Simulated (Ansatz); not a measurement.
C34H34Si2 (SMILES C[Si](C)(C)C#Cc1ccc(-c2ccc(-c3ccc(-c4ccc(C#C[Si](C)(C)C)cc4)cc3)cc2)cc1), 70 atoms.

Geometry: PBE-D4/def2-SVP.

All numbers below come from RKS PBE0-D4/def2-SVP in Ansatz.

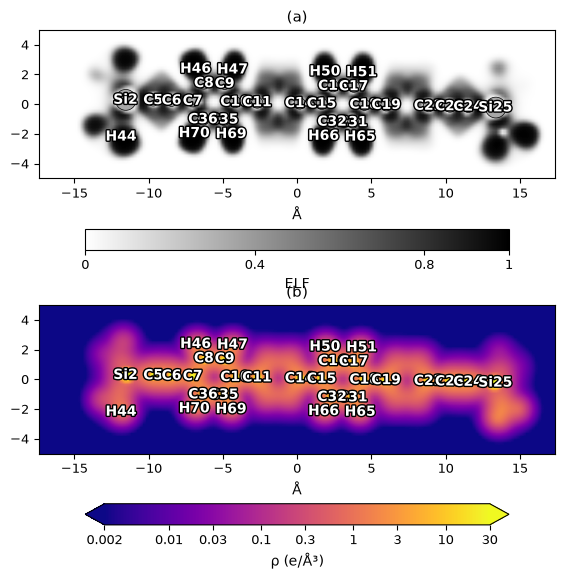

C34H34Si2. (a) ELF; (b) electron density on the plane of atoms C6, C7 and C36. Grey discs cover the atomic cores in the ELF map.

Question: What does the map show?

Answer: The section cuts through Si, C and H sites.
C–C (1.24 Å): ρ is about 2.6 e/Å³ halfway; the ELF peaks at about 0.85 between the atoms; a short, multiple covalent bond.
C–Si (1.85 Å): ρ is about 0.91 e/Å³ halfway; the ELF peaks at about 1 between the atoms; localised, covalent bonding.
C–H (1.10 Å): ρ is about 1.9 e/Å³ halfway; the ELF climbs to about 1 towards the hydrogen, as it does in any bond to H: an ordinary covalent bond to hydrogen.
C–C (1.40 Å): ρ is about 2.1 e/Å³ halfway; the ELF peaks at about 0.95 between the atoms, as expected for localised, covalent bonding.
